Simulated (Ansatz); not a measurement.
## Electronic structure of ClH3MoO4 (SMILES [O]=[Mo]([OH])([OH])([OH])[Cl]) in real space

```xyz
9

Cl   -2.6560    2.6419    0.9712
Mo   -1.4310    0.8888   -0.2095
O    -2.4222   -0.3429   -0.6816
O    -1.7273    2.1376   -1.5573
O     0.2903    0.4832   -0.7600
O    -1.1235    0.4513    1.5732
H    -2.1296    3.0002   -1.3865
H     0.5567   -0.3126   -1.2377
H    -1.4178    1.0123    2.3038
```

Geometry: PBE0-D4/def2-SVP; core potentials replace the inner electrons of Mo.

The calculation used Ansatz 0.2.0, isolated molecule in a Gaussian basis; Kohn-Sham density functional theory, functional PBE0.

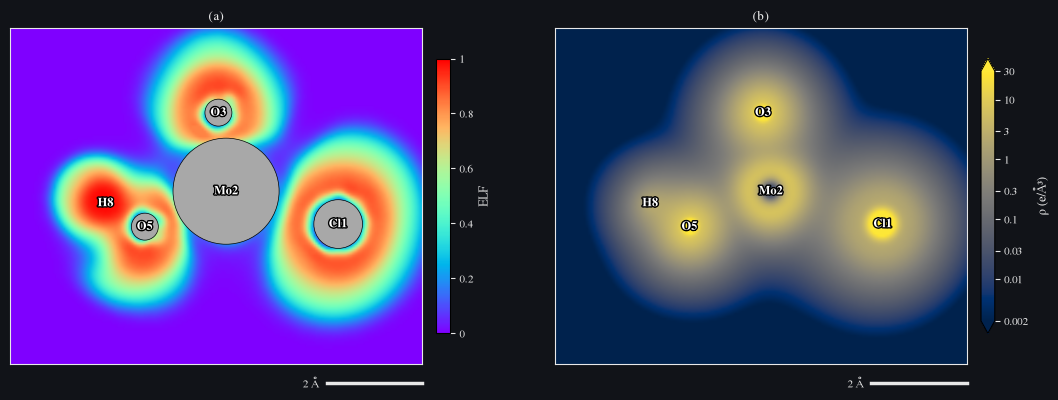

Figure 1. (a) ELF; (b) electron density on the plane of atoms Cl1, Mo2 and O3. Grey discs cover the atomic cores in the ELF map.

**Describe what can be read from this map.**

Atoms in the plane: Cl, Mo, O and H. Mo–O (1.65 Å): the density is about 2.1 e/Å³ at the midpoint; the ELF peaks at about 0.75 in the valence shell of O, 0.5 Å from its nucleus, and drops to about 0.40 between the two atoms. Mo–Cl (2.44 Å): the density is about 0.5 e/Å³ at the midpoint; the ELF peaks at about 0.85 in the valence shell of Cl, 0.9 Å from its nucleus, and is about 0.40 at the midpoint. O–H (0.97 Å): ρ is about 3.7 e/Å³ halfway; the ELF climbs to about 1 towards the hydrogen, as it does in any bond to H (a covalent bond by its length). Mo–O (1.85 Å): ρ is about 1.2 e/Å³ halfway; the ELF peaks at about 0.85 in the valence shell of O, 0.6 Å from its nucleus, and drops to about 0.30 between the two atoms.

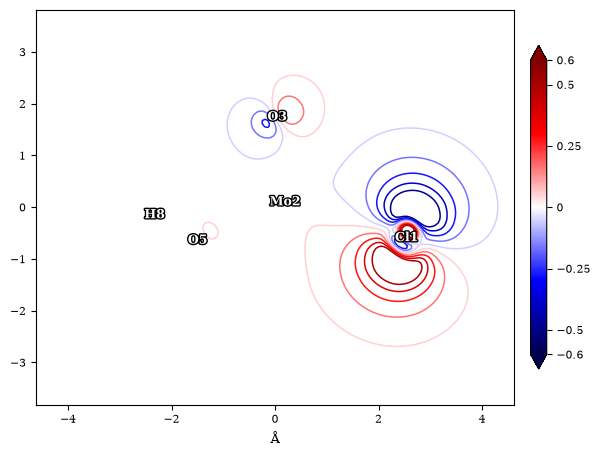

Figure 2. The HOMO−1 on the plane of atoms O3, Mo2 and O5 (values in Å⁻³ᐟ²; the overall sign is arbitrary).

**Where does this orbital lie, and at what energy?**

It lies mainly on Cl1 (about 85 %); largely a lone pair of Cl1. Its energy is −8.91 eV.
